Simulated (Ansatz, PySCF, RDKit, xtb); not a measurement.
**Solving AlSnPH3F, step by step**

Given the formula AlSnPH3F and nothing else, which arrangement of the atoms is the most stable in the gas at 400 K, and what are its properties?

Plan: many cheap relaxations first (GFN2-xTB), then density-functional screening, relaxation at r2SCAN-D4/def2-SVP, vibrations and a final energy. The numbers are computed, not measured.

6 further runs of the same task are left out: 6 set aside as unsound or not needed.

## Step 1: Possible bonding patterns

A program enumerates the bonding patterns with one Lewis structure each (two rings at most, one unusual centre or charged pair), with their diastereomers. O–O, O–halogen and N–halogen bonds and N–N–N chains are not drawn. That gives 78 candidates.

c006 [F][SnH2][Al+][PH-]; c021 [F][Al]1[P@H2+][SnH-]1; c037 F/[P]=[SnH]\[AlH2]; c043 F[P@H][SnH2][Al]; c054 [F][Sn@@H]1[AlH][P@H]1; c071 F[P@@H]#[Sn][AlH2]; c075 [F][Al]([PH2])[SnH] (triplet); c091 F/[P]=[Sn+]/[AlH3-]; c100 [F][Sn]1=[P@@H+][AlH2-]1; c101 [F][Al]1[P@H][SnH2]1; c112 F[P@]1[AlH][SnH2]1; c129 [F][AlH][P@@H]#[SnH]; c133 [F][Sn@H]([Al])[PH2]; c174 [F][AlH][SnH]=[PH]; c187 [F][Al]([PH2])[SnH]; c198 [F][Sn]([AlH2])=[PH]; c242 F[P@+]1=[SnH][AlH2-]1; c250 [F][SnH2][P-][AlH+]; c258 [F][Sn@H]([Al])[PH2] (triplet); c265 [F][AlH][Sn][PH2] (triplet); c270 [F][Sn@H-]([AlH+])=[PH]; c276 F[P@]([Al])[SnH3] (triplet); c305 F[P@+]([AlH3-])=[Sn] (triplet); c308 [F]/[SnH]=[P]\[AlH2]; c314 [F][Al@H-]1[P@H2+][Sn]1; c328 [F][Sn]#[P@H][AlH2]; c406 F[P@H]#[Sn][AlH2]; c416 F[P@@+]([AlH3-])=[Sn]; c420 [F][Al@@H-]1[P@H+]=[SnH]1; c424 F[P@@+]([AlH3-])=[Sn] (triplet); c433 F[P@H]([AlH2])=[Sn]; c443 [F][Al+][P-][SnH3]; c444 [F][Al@H-]1[P@H2+][Sn]1 (triplet); c481 [F][Al@@H-]1[P@@H+]=[SnH]1; c493 [F][AlH][P@H]#[SnH]; c513 [F][AlH][Sn][PH2]; c527 F[P@H]([Al])=[SnH2] (triplet); c559 [F][Sn][AlH][PH2] (triplet); c569 [F][Sn]#[P@@H][AlH2]; c575 F[P@H][AlH][SnH]; and 38 more.

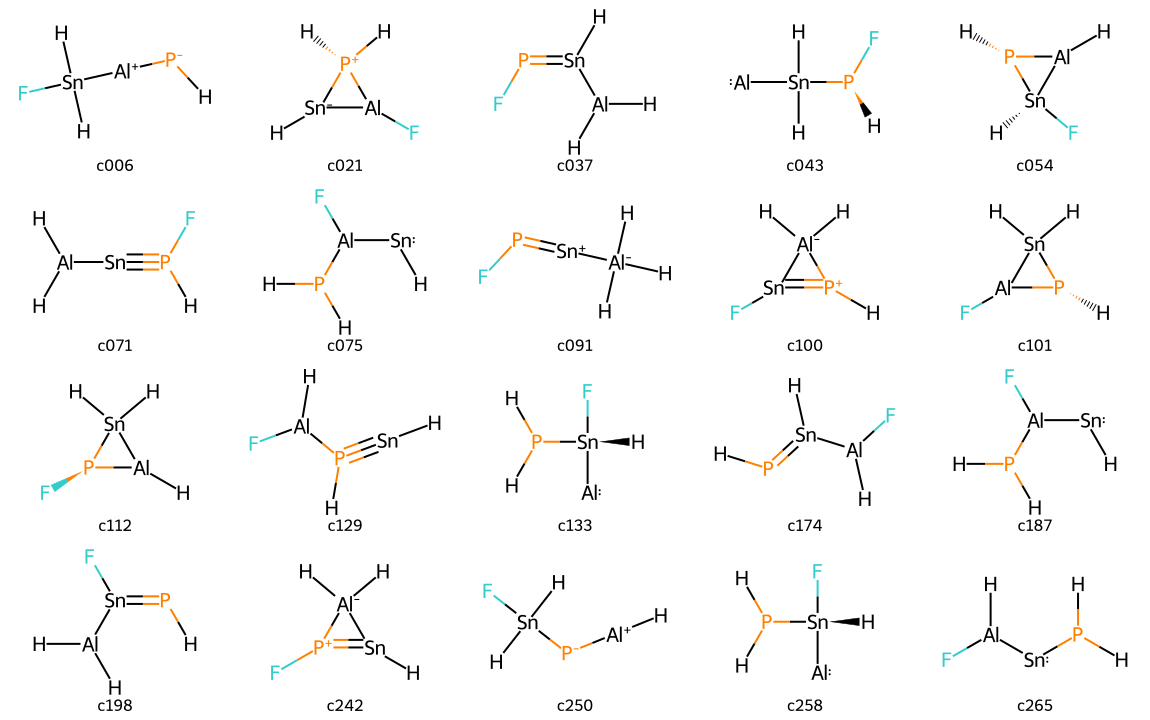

Structural formulas of the candidates (the first 20).

Candidates are built by distance geometry, with a force field where one applies, in up to four conformers (letters a to d). 6 starts with atoms placed at random are added, to find patterns that the rules miss.

## Step 2: Search with GFN2-xTB

All 111 starts are relaxed the same way. One of them, c947a (enumerated, embedded by distance geometry and UFF), in full:

The input, start.xyz:

```xyz
7
c947a
Al    -1.059579     0.621639    -0.276383
F     -2.496684     0.726962    -1.431153
P     -2.287578     2.734950     3.934589
Sn    -1.735023     1.732090     1.971553
H      0.186770     1.338484    -0.867118
H     -0.723305    -0.936916    -0.042657
H     -1.347722     2.689426     5.072946
```

The run is started by

```sh
$ xtb start.xyz --gfn 2 --opt
```

The log of the run, shortened:

```text
* xtb version 6.7.1
[...]
          :  # basis functions                  37          :
[...]
          :  # electrons                        22          :
[...]
          :  Hamiltonian                  GFN2-xTB          :
[...]
          :  net charge                          0          :
          :  unpaired electrons                  0          :
[...]
   *** convergence criteria satisfied after 17 iterations ***
[...]
   *** GEOMETRY OPTIMIZATION CONVERGED AFTER 34 ITERATIONS ***
[...]
   *** convergence criteria satisfied after 3 iterations ***
[...]
         ::                     SUMMARY                     ::
         :::::::::::::::::::::::::::::::::::::::::::::::::::::
         :: total energy             -12.059417696592 Eh    ::
         :: gradient norm              0.000538024260 Eh/a0 ::
         :: HOMO-LUMO gap              1.683683359167 eV    ::
         ::.................................................::
         :: SCC energy               -12.102994621154 Eh    ::
         :: -> isotropic ES            0.032302057279 Eh    ::
         :: -> anisotropic ES          0.002792556512 Eh    ::
         :: -> anisotropic XC         -0.009316861145 Eh    ::
         :: -> dispersion             -0.005058006725 Eh    ::
         :: repulsion energy           0.043576924562 Eh    ::
         :: add. restraining           0.000000000000 Eh    ::
         :: total charge               0.000000000000 e     ::
         :::::::::::::::::::::::::::::::::::::::::::::::::::::
[...]
        11        2.0000           -0.3446414              -9.3782 (HOMO)
        12                         -0.2827672              -7.6945 (LUMO)
[...]
          | TOTAL ENERGY              -12.059417696592 Eh   |
          | GRADIENT NORM               0.000538024260 Eh/α |
          | HOMO-LUMO GAP               1.683683359167 eV   |
           -------------------------------------------------
[...]
```

It took 0.18 s on 1 thread of Arm Neoverse V1, shared host.

## Step 3: Distinct minima at GFN2-xTB

111 of the 111 relaxations converged; 45 ended on a minimum already found. 66 distinct structures remain, the lowest 22 here:

| label | start | SMILES after | spin | energy (kcal/mol) | note |
| --- | --- | --- | --- | --- | --- |
| c810a | drawn | [F][AlH2]1[PH][Sn]1 ‡ | singlet | 0.0 | bonds changed |
| c957a | drawn | [F][AlH2]1[PH][Sn]1 ‡ | singlet | 0.1 | bonds changed |
| c006a | drawn | [F][AlH][PH][SnH] ‡ | singlet | 1.2 | bonds changed |
| c575b | drawn | [F][AlH][PH][SnH] ‡ | singlet | 1.2 | bonds changed |
| c641a | drawn | [F][AlH][PH][SnH] ‡ | singlet | 1.2 | bonds changed |
| c493a | drawn | [F][AlH][PH][SnH] ‡ | singlet | 1.5 |  |
| c054a | drawn | [F][AlH][PH][SnH] ‡ | singlet | 1.5 | bonds changed |
| c922a | drawn | [F][AlH][PH][SnH] ‡ | singlet | 1.6 | bonds changed |
| c129a | drawn | [F][AlH][PH][SnH] ‡ | singlet | 2.3 |  |
| c481a | drawn | [F][AlH][PH][SnH] ‡ | singlet | 2.3 | bonds changed |
| c790a | drawn | [F][AlH][PH][SnH] ‡ | singlet | 2.3 | bonds changed |
| c112a | drawn | [F][AlH2][PH][Sn] ‡ | singlet | 4.0 | bonds changed |
| c433a | drawn | [F][AlH2][PH][Sn] ‡ | singlet | 4.1 | bonds changed |
| c198a | drawn | [F][AlH2][Sn][PH] ‡ | singlet | 10.6 | bonds changed |
| c947a | drawn | [F][AlH2][Sn][PH] ‡ | singlet | 10.6 |  |
| c021a | drawn | [F][Al][SnH][PH2] ‡ | singlet | 12.4 | bonds changed |
| c133a | drawn | [F][Al]1[PH2][SnH]1 ‡ | singlet | 12.5 | bonds changed |
| c445 | random and drawn | [F][Al][SnH][PH2] ‡ | singlet | 14.0 |  |
| c314a | drawn | [F][AlH][Sn][PH2] | singlet | 17.3 | bonds changed |
| c960 | random | [F][AlH][Sn][PH2] | singlet | 18.4 |  |
| c513b | drawn | [F][AlH][Sn][PH2] | singlet | 18.4 |  |
| c569a | drawn | [F][Sn][PH][AlH2] ‡ | singlet | 24.0 |  |

‡ marks the bonded skeleton alone, with all bonds drawn single: no Lewis structure was assigned that passes a check against the bond lengths.

GFN2-xTB has no spin polarisation, so it can't rank spin states and is rough for open shells.

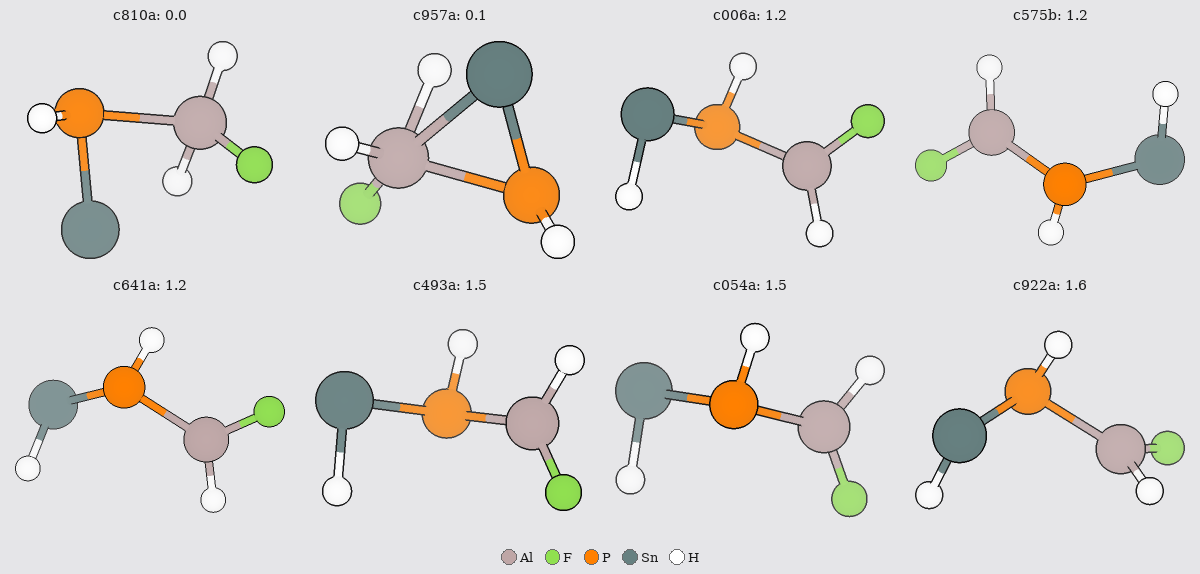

The 8 lowest minima that did not fall apart, with their GFN2-xTB energies in kcal/mol.

## Step 4: Screening with a density functional

A choice of the minima (the low ones first, few conformers of a pattern, up to a cap) and the lowest that fell apart get a single point at r2SCAN-D4/def2-SVP on the tight-binding geometry, and one at HF/STO-3G for comparison. The lowest singlets are also tried as triplets at the same geometry (label ending in t). Within 40 kcal/mol but not screened, among others: c641a, c054a, c922a, c481a, c790a, c513b, c751a, c975a, c308a, c187a and 6 more. The first, c810a:

The input, input.yaml:

```yaml
crystal:
  periodic: [false, false, false]
  atoms:
    - symbol: Al
      position_ang: [-0.454971, 1.268037, 0.740003]
    - symbol: F
      position_ang: [0.071005, 2.821107, 0.502625]
    - symbol: P
      position_ang: [-2.792139, 0.653030, 1.009247]
    - symbol: Sn
      position_ang: [-2.281129, 1.725510, 3.113670]
    - symbol: H
      position_ang: [0.222677, 0.148561, -0.032883]
    - symbol: H
      position_ang: [-0.284403, 0.995111, 2.487358]
    - symbol: H
      position_ang: [-3.976410, 1.265644, 0.615614]
basis:
  gaussian:
    orbitals: def2-SVP
hamiltonian:
  xc: r2scan
  dispersion: d4
scf:
  lower_state_search: "off"
output:
  orbitals: {seedname: orbitals}
```

The run is started by

```sh
$ ansatz run input.yaml --threads 1 --pin off --max-ram 2610MiB --events-out events.jsonl --progress --plain --runs-dir runs
```

The log of the run, shortened:

```text
Warning: RAYON_NUM_THREADS=1 ignored (pool sized by the plan → 1); use --threads N
Functional definition: r2SCAN
  name "r2SCAN"
[...]
1013 factors; their error is unknown
[...]
mean field -24477.50893282 eV, -899.5318618298 hartree, gradient 3.1e-6 eV, S^2 0.000000; 0 other end points of the search recorded, 0 dependent functions left out
reference -24477.50894496 eV, -899.5318622759 hartree; 31, 31 occupied and 60, 60 virtual orbitals, 1013 factors
Total energy: -24477.55514319 eV, -899.5335600295 hartree
Checks for a lower state left out: stability, starts, cluster_reference, orbital_swaps, neighbouring_geometries, increment
```

Wall time 3.6 s (1 thread of Arm Neoverse V1, shared host).

Relative energies in kcal/mol, each column from its lowest structure that stays in one piece:

| label | SMILES | spin | GFN2-xTB | HF/STO-3G | r2SCAN-D4/def2-SVP |
| --- | --- | --- | --- | --- | --- |
| c810a | [F][AlH2]1[PH][Sn]1 ‡ | singlet | 0.0 | 24.5 | 0.0 |
| c006a | [F][AlH][PH][SnH] ‡ | singlet | 1.2 | 0.0 | 4.5 |
| c575b | [F][AlH][PH][SnH] ‡ | singlet | 1.2 | 1.0 | 5.5 |
| c129a | [F][AlH][PH][SnH] ‡ | singlet | 2.3 | 1.6 | 5.7 |
| c493a | [F][AlH][PH][SnH] ‡ | singlet | 1.5 | 1.1 | 5.7 |
| c957a | [F][AlH2]1[PH][Sn]1 ‡ | singlet | 0.1 | 37.2 | 9.4 |
| c112a | [F][AlH2][PH][Sn] ‡ | singlet | 4.0 | 21.4 | 10.5 |
| c960 | [F][AlH][Sn][PH2] | singlet | 18.4 | 4.0 | 14.8 |
| c433a | [F][AlH2][PH][Sn] ‡ | singlet | 4.1 | 35.9 | 15.2 |
| c314a | [F][AlH][Sn][PH2] | singlet | 17.3 | 5.7 | 16.0 |
| c133a | [F][Al]1[PH2][SnH]1 ‡ | singlet | 12.5 | 19.7 | 19.1 |
| c021a | [F][Al][SnH][PH2] ‡ | singlet | 12.4 | 17.1 | 20.5 |
| c445 | [F][Al][SnH][PH2] ‡ | singlet | 14.0 | 20.9 | 20.6 |
| c198a | [F][AlH2][Sn][PH] ‡ | singlet | 10.6 | 44.0 | 31.3 |
| c947a | [F][AlH2][Sn][PH] ‡ | singlet | 10.6 | 44.1 | 31.3 |
| c569a | [F][Sn][PH][AlH2] ‡ | singlet | 24.0 | 39.8 | 33.7 |
| c006at | [F][AlH][PH][SnH] ‡ | triplet | – | – | 40.2 |
| c810at | [F][AlH2]1[PH][Sn]1 ‡ | triplet | – | – | 47.3 |
| c184 | [AlH][P][SnH].[FH] ‡ | singlet | 94.2 | 123.6 | 72.3 |

‡ marks the bonded skeleton alone, with all bonds drawn single: no Lewis structure was assigned that passes a check against the bond lengths.

Measured from c810a, GFN2-xTB misplaces c947a by 21 kcal/mol against r2SCAN-D4/def2-SVP, so minima dropped on its energies alone could hide the lowest isomer.

## Step 5: Patterns that tight binding lost

Some ordinary bonding patterns rearranged or fell apart under GFN2-xTB. Their starts are relaxed at r2SCAN-D4/def2-SVP instead (label ending in r). The first, c037ar:

The input, input.yaml:

```yaml
crystal:
  periodic: [false, false, false]
  atoms:
    - symbol: Al
      position_ang: [-1.601120, 0.796765, 2.796538]
    - symbol: F
      position_ang: [-3.284533, 2.180516, -1.105514]
    - symbol: P
      position_ang: [-1.633070, 2.019002, -1.241320]
    - symbol: Sn
      position_ang: [-0.377906, 1.350558, 0.534814]
    - symbol: H
      position_ang: [1.337492, 1.228104, 0.451361]
    - symbol: H
      position_ang: [-3.170943, 0.941340, 2.874740]
    - symbol: H
      position_ang: [-0.790321, 0.303799, 4.108093]
basis:
  gaussian:
    orbitals: def2-SVP
scf:
  lower_state_search: off
relax:
  f_tol: 0.01
hamiltonian:
  xc: r2scan
  dispersion: d4
output: {orbitals: {seedname: orbitals}}
```

The run is started by

```sh
$ ansatz run input.yaml --threads 1 --pin off --max-ram 2610MiB --events-out events.jsonl --progress --plain --runs-dir runs
```

The log of the run, shortened:

```text
Warning: RAYON_NUM_THREADS=1 ignored (pool sized by the plan → 1); use --threads N
[...]
[... 2 set-up lines as earlier in the session ...]
[...]
1013 factors; their error is unknown
[...]
mean field -24473.88374511 eV, -899.3986386387 hartree, gradient 9.5e-6 eV, S^2 0.000000; 0 other end points of the search recorded, 0 dependent functions left out
[...]
reference -24473.88375710 eV, -899.3986390791 hartree; 31, 31 occupied and 60, 60 virtual orbitals, 1013 factors
[...]
Atom 3 at    -0.473088     1.358502     0.583625 Å, force    -0.000358    -0.000816     0.001830 eV/Å
Atom 4 at     1.225232     1.257010     0.337900 Å, force     0.000325     0.000292     0.000330 eV/Å
Atom 5 at    -3.225383     0.925123     2.934827 Å, force    -0.001257    -0.000074     0.001600 eV/Å
Atom 6 at    -0.766084     0.311383     4.090960 Å, force     0.001034    -0.000039     0.001207 eV/Å
Dipole moment:     0.238195    -0.134226     0.359285 e Å
Checks for a lower state left out: stability, starts, cluster_reference, orbital_swaps, neighbouring_geometries, increment
```

It took 54 s on 1 thread of Arm Neoverse V1, shared host.

Energies at r2SCAN-D4/def2-SVP after that relaxation, from the lowest structure of the screen (which was not relaxed at this level):

| label | SMILES | spin | energy (kcal/mol) |
| --- | --- | --- | --- |
| c037ar | F/[P]=[SnH]\[AlH2] | singlet | 71.3 |
| c054ar | [F][Sn@@H]1[AlH][P@H]1 | singlet | 49.3 |
| c112ar | [F]1[AlH]2[SnH2][P]12 ‡ | singlet | 59.3 |
| c198ar | [F][Sn]([AlH2])=[PH] | singlet | 53.4 |

‡ marks the bonded skeleton alone, with all bonds drawn single: no Lewis structure was assigned that passes a check against the bond lengths.

## Step 6: Refinement at r2SCAN-D4/def2-SVP

6 candidates are relaxed at r2SCAN-D4/def2-SVP (chosen among the lowest in one piece). The first, c810a:

The input, input.yaml:

```yaml
basis:
  gaussian:
    orbitals: def2-SVP
crystal:
  periodic: [false, false, false]
  atoms:
    - {symbol: Al, position_ang: [-0.454971, 1.268037, 0.740003]}
    - {symbol: F, position_ang: [0.071005, 2.821107, 0.502625]}
    - {symbol: P, position_ang: [-2.792139, 0.653030, 1.009247]}
    - {symbol: Sn, position_ang: [-2.281129, 1.725510, 3.113670]}
    - {symbol: H, position_ang: [0.222677, 0.148561, -0.032883]}
    - {symbol: H, position_ang: [-0.284403, 0.995111, 2.487358]}
    - {symbol: H, position_ang: [-3.976410, 1.265644, 0.615614]}
hamiltonian:
  xc: r2scan
  dispersion: d4
scf:
  lower_state_search: "off"
relax:
  f_tol: 0.003
```

The run is started by

```sh
$ ansatz run input.yaml --threads 1 --pin off --max-ram 2610MiB --events-out events.jsonl --progress --plain --runs-dir runs
```

The log of the run, shortened:

```text
Warning: RAYON_NUM_THREADS=1 ignored (pool sized by the plan → 1); use --threads N
[...]
[... 2 set-up lines as earlier in the session ...]
[...]
1013 factors; their error is unknown
[...]
mean field -24477.50893280 eV, -899.5318618290 hartree, gradient 1.9e-6 eV, S^2 0.000000; 0 other end points of the search recorded, 0 dependent functions left out
[...]
reference -24477.50894494 eV, -899.5318622752 hartree; 31, 31 occupied and 60, 60 virtual orbitals, 1013 factors
[...]
Atom 3 at    -2.109502     1.596373     3.145705 Å, force     0.000898     0.001714     0.001245 eV/Å
Atom 4 at     0.432945     0.103553     0.121093 Å, force     0.000927    -0.001393    -0.001546 eV/Å
Atom 5 at    -0.402333     1.014812     2.504333 Å, force    -0.001101    -0.000021    -0.000850 eV/Å
Atom 6 at    -3.820329     1.532018     0.623721 Å, force     0.000120    -0.000005     0.000161 eV/Å
Dipole moment:    -0.401961     0.012466     0.548112 e Å
Checks for a lower state left out: stability, starts, cluster_reference, orbital_swaps, neighbouring_geometries, increment
```

Wall time 44 s (1 thread of Arm Neoverse V1, shared host).

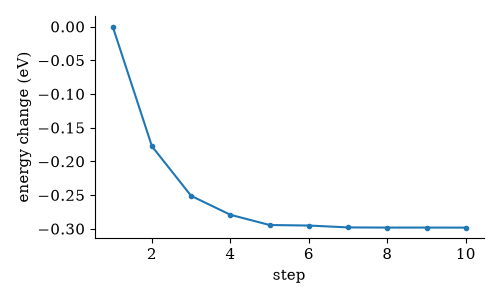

Energy along the run, all evaluated steps.

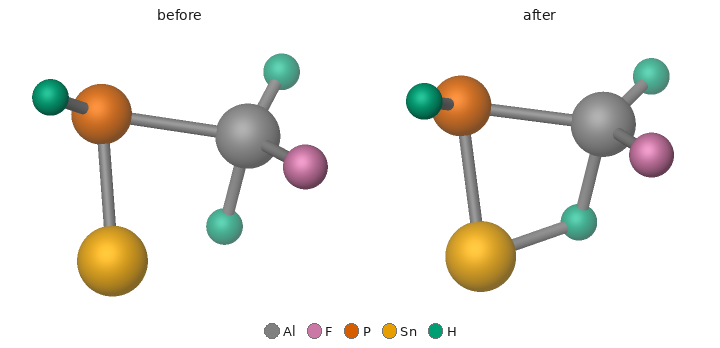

Before and after, at one scale.

After the run. Bond lengths: Al1–F2 1.682 Å, Al1–P3 2.356 Å, P3–Sn4 2.495 Å, Al1–H5 1.578 Å, Sn4–H6 1.914 Å, P3–H7 1.424 Å. Angles: F2–Al1–P3 117.8°, Al1–P3–Sn4 75.1°, F2–Al1–H5 120.1°, P3–Al1–H5 117.7°, Al1–P3–H7 118.0°, Sn4–P3–H7 98.4°, P3–Sn4–H6 80.6°. H6 bridges Al1 and Sn4 (1.866 and 1.914 Å).

## Step 7: After refinement

| label | spin | r2SCAN-D4/def2-SVP (kcal/mol) | r2SCAN-D4/def2-SVP, relaxed (kcal/mol) | time | note |
| --- | --- | --- | --- | --- | --- |
| c006a | singlet | 4.5 | 0.0 | 100 s | same minimum as c810a |
| c575b | singlet | 5.5 | 0.0 | 2.2 min | same minimum as c810a |
| c810a | singlet | 0.0 | 0.0 | 44 s | H-bridged |
| c957a | singlet | 9.4 | 2.3 | 61 s | H-bridged |
| c493a | singlet | 5.7 | 8.3 | 68 s |  |
| c129a | singlet | 5.7 | 9.6 | 56 s |  |

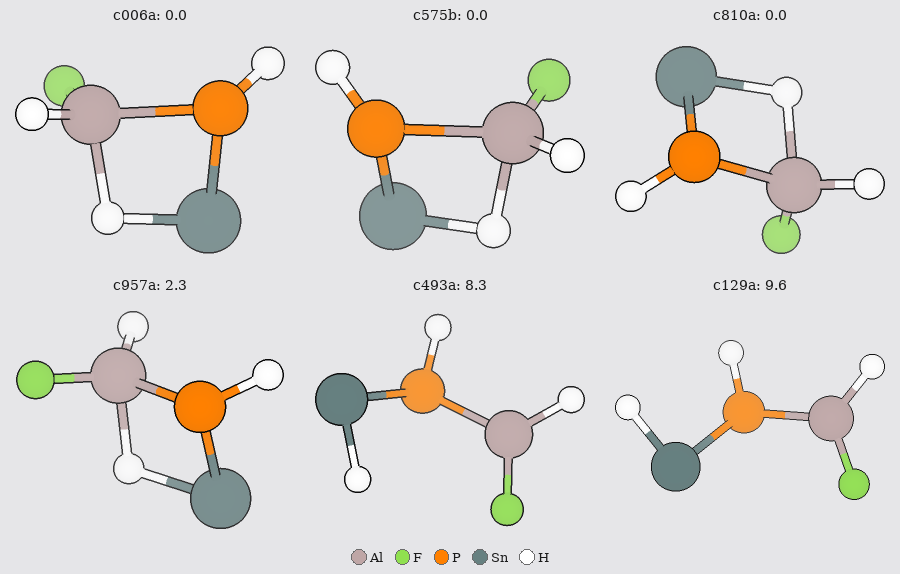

The relaxed structures, with energies at r2SCAN-D4/def2-SVP in kcal/mol.

## Step 8: Are they minima? Harmonic frequencies

The lowest few in one piece go on as finalists (c129a drops out). Harmonic vibrations at r2SCAN-D4/def2-SVP test each finalist and give the zero-point energy and the thermal terms. The first, c810a:

The input, input.yaml:

```yaml
crystal:
  periodic: [false, false, false]
  atoms:
    - {symbol: Al, position_ang: [-0.561599, 1.205829, 0.654742]}
    - {symbol: F, position_ang: [-0.222143, 2.835343, 0.411806]}
    - {symbol: P, position_ang: [-2.812409, 0.589073, 0.974234]}
    - {symbol: Sn, position_ang: [-2.109502, 1.596373, 3.145705]}
    - {symbol: H, position_ang: [0.432945, 0.103553, 0.121093]}
    - {symbol: H, position_ang: [-0.402333, 1.014812, 2.504333]}
    - {symbol: H, position_ang: [-3.820329, 1.532018, 0.623721]}
basis:
  gaussian:
    orbitals: def2-SVP
phonons: {}
scf:
  lower_state_search: off
hamiltonian:
  xc: {name: r2SCAN}
  dispersion: d4
```

The run is started by

```sh
$ ansatz run input.yaml --threads 1 --pin off --max-ram 2610MiB --events-out events.jsonl --progress --plain --runs-dir runs
```

The log of the run, shortened:

```text
Warning: RAYON_NUM_THREADS=1 ignored (pool sized by the plan → 1); use --threads N
[... 2 set-up lines as earlier in the session ...]
[...]
1013 factors; their error is unknown
[...]
mean field -24477.80879903 eV, -899.5428817095 hartree, gradient 1.5e-6 eV, S^2 0.000000; 0 other end points of the search recorded, 0 dependent functions left out
[...]
reference -24477.80881108 eV, -899.5428821524 hartree; 31, 31 occupied and 60, 60 virtual orbitals, 1013 factors
[...]
Atom 5 at    -0.402333     1.014812     2.504333 Å, force    -0.001273    -0.000035    -0.000928 eV/Å
Atom 6 at    -3.820329     1.532018     0.623721 Å, force     0.000171     0.000002     0.000184 eV/Å
Dipole moment:    -0.401964     0.012462     0.548113 e Å
Vibrations: 53.56 166.99 213.71 292.13 389.28 442.49 455.44 521.04 633.52 662.81 824.49 1068.32 1356.40 1966.35 2423.88 cm⁻¹, zero-point energy 0.711075 eV
Checks for a lower state left out: stability, starts, cluster_reference, orbital_swaps, neighbouring_geometries, increment
```

Wall time 2.5 min (1 thread of Arm Neoverse V1, shared host).

## Step 9: Thermal terms of the finalists

At 400 K and 1 atm, ideal gas, rigid rotor and harmonic oscillator:

| label | SMILES | spin | point group | lowest mode (cm⁻¹) | zero-point (kcal/mol) | G − E (kcal/mol) |
| --- | --- | --- | --- | --- | --- | --- |
| c810a | [F][AlH]1[H][Sn][PH]1 ‡ | singlet | C1 | 54 | 16.4 | -13.8 |
| c957a | [F][AlH]1[H][Sn][PH]1 ‡ | singlet | C1 | 101 | 16.3 | -13.7 |
| c493a | [F][AlH][PH][SnH] ‡ | singlet | C1 | 50 | 15.9 | -15.8 |

Chiral structures get −RT ln 2 for their mirror image.

‡ marks the bonded skeleton alone, with all bonds drawn single: no Lewis structure was assigned that passes a check against the bond lengths.

(Part 1 of 2 ends here.)
